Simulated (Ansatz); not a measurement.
fcc Cu was calculated with PBE (PAW; Ansatz, a first-principles code).

Numerical settings: plane-wave cutoff 520 eV, 26×26×26 k mesh, Fermi–Dirac smearing 0.05 eV, no spin polarisation, scalar-relativistic PAW data made under PBE.

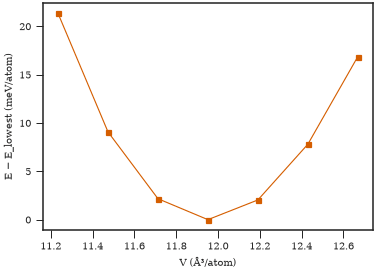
Total energy against volume

Question: From the curve, estimate the equilibrium volume and the bulk modulus.

Answer: V0 ≈ 12.0 Å³/atom and B0 ≈ 140 GPa; the fit gives V0 = 11.951 Å³/atom, B0 = 141 GPa, B′ = 5.0.

Measured, for comparison: bulk modulus 144 GPa (0 K value with the zero-point phonon effect removed, our sources range from 140 to 145; as tabulated in Mejia-Rodriguez and Trickey (2018), arXiv:1807.09216); equilibrium volume per atom 11.62 Å³/atom (low-temperature or extrapolated to 0 K; zero-point anharmonic expansion removed; as tabulated in Csonka et al. (2009), arXiv:0903.4037). Computed (rounded) less measured: bulk modulus -2 % (inside the range of the sources held), equilibrium volume per atom +2.8 %.

Cost on a shared machine: around 50 core-seconds (rough).
